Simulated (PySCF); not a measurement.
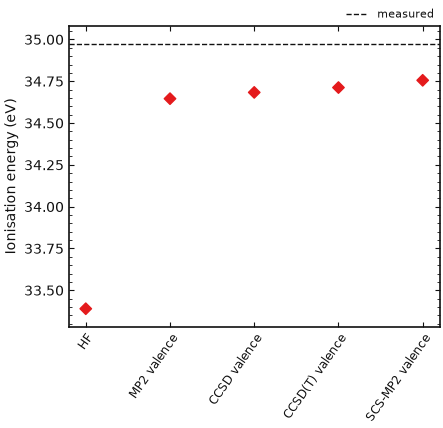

The ionisation energy of an atom or ion with 8 electrons in the configuration [He] 2s² 2p⁴ by several methods. PySCF, dyall-av3z, non-relativistic, unrestricted single determinants, no spin-orbit coupling. Methods marked “valence” freeze 2 core electrons.

**Name the element and charge.**

F⁺. The values run from 33.39 eV (HF) to 34.76 eV (SCS-MP2 valence). The measured value is 34.97 eV; nearest to it come SCS-MP2 valence (−0.22) and CCSD(T) valence (−0.26), furthest HF (−1.58 eV). These values lack spin-orbit coupling; with the first-order correction of +0.020 eV added, SCS-MP2 valence comes nearest (−0.20).
